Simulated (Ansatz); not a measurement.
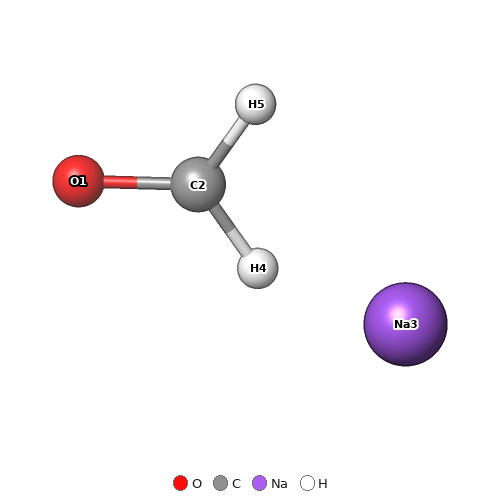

The system is CH2NaO, charge −1; the picture shows the reference structure. Coordinates scanned: (1) angle O1–C2–H4; (2) angle H5–C2–H4. Nothing is relaxed (all other coordinates rigid). Grid: 13 × 13 points. All energies are given in kJ/mol relative to the relaxed molecule at the same level. Computed with RKS PBE0-D4/def2-TZVPD in Ansatz.

Its coordinates:

```xyz
5

O     1.7385    0.3419    0.1178
C     0.6619   -0.1858    0.2930
Na   -2.6649    0.7283   -1.1639
H     0.2932   -1.0110   -0.3479
H    -0.0287    0.1267    1.1011
```

Range: angle O1–C2–H4 from 77.4 to 167.4°; angle H5–C2–H4 from 70.1 to 160.1°.

Q: Predict the map.

A: The lowest grid point is at angle O1–C2–H4 = 122.4°, angle H5–C2–H4 = 115.1°, 0 kJ/mol from the relaxed molecule at the same level. No other kind of well shows on this grid. The highest grid point, angle O1–C2–H4 = 167.4°, angle H5–C2–H4 = 160.1°, lies 1244 kJ/mol above the lowest. Round the minimum the valley is strongly tilted: raising angle O1–C2–H4 shifts the best value of angle H5–C2–H4 downwards (coupling k₁₂/√(k₁₁k₂₂) about 0.6).

| angle H5–C2–H4 ↓, angle O1–C2–H4 → | 77.4 | 84.9 | 92.4 | 99.9 | 107.4 | 114.9 | 122.4 | 129.9 | 137.4 | 144.9 | 152.4 | 159.9 | 167.4 |
| --- | --- | --- | --- | --- | --- | --- | --- | --- | --- | --- | --- | --- | --- |
| 160.1 | 234 | 181 | 148 | 136 | 146 | 177 | 229 | 299 | 382 | 474 | 584 | 773 | 1244 |
| 152.6 | 229 | 165 | 121 | 99 | 98 | 119 | 161 | 224 | 306 | 402 | 506 | 623 | 812 |
| 145.1 | 233 | 159 | 106 | 74 | 63 | 72 | 103 | 155 | 228 | 321 | 428 | 541 | 661 |
| 137.6 | 245 | 162 | 100 | 59 | 39 | 38 | 57 | 97 | 158 | 240 | 343 | 460 | 578 |
| 130.1 | 265 | 173 | 104 | 55 | 26 | 16 | 25 | 53 | 101 | 170 | 261 | 371 | 494 |
| 122.6 | 291 | 193 | 116 | 61 | 24 | 6 | 6 | 24 | 59 | 115 | 191 | 288 | 405 |
| 115.1 | 323 | 220 | 138 | 76 | 34 | 8 | 0 | 8 | 33 | 76 | 137 | 219 | 321 |
| 107.6 | 359 | 254 | 168 | 101 | 53 | 22 | 6 | 6 | 22 | 53 | 101 | 168 | 254 |
| 100.1 | 397 | 293 | 205 | 135 | 83 | 46 | 25 | 18 | 25 | 47 | 84 | 136 | 206 |
| 92.6 | 435 | 335 | 248 | 177 | 122 | 82 | 56 | 43 | 43 | 57 | 83 | 124 | 180 |
| 85.1 | 468 | 378 | 295 | 226 | 170 | 128 | 98 | 81 | 76 | 82 | 100 | 130 | 173 |
| 77.6 | 492 | 417 | 344 | 279 | 226 | 184 | 153 | 133 | 123 | 124 | 135 | 156 | 188 |
| 70.1 | 504 | 448 | 388 | 333 | 286 | 248 | 218 | 198 | 186 | 182 | 187 | 200 | 222 |

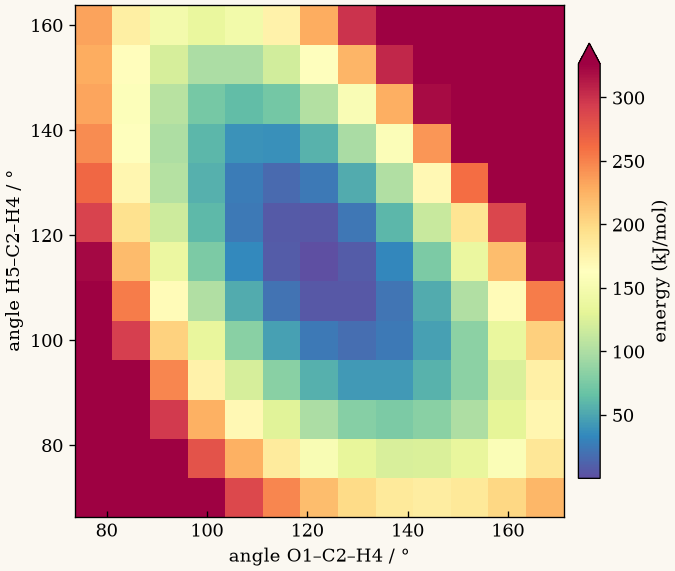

In the figure: one coloured cell a grid point, one colour for all values above the top of the scale.

Time for the 169 points that were run: 12 min on 1 thread of Arm Neoverse V1, on a shared host.
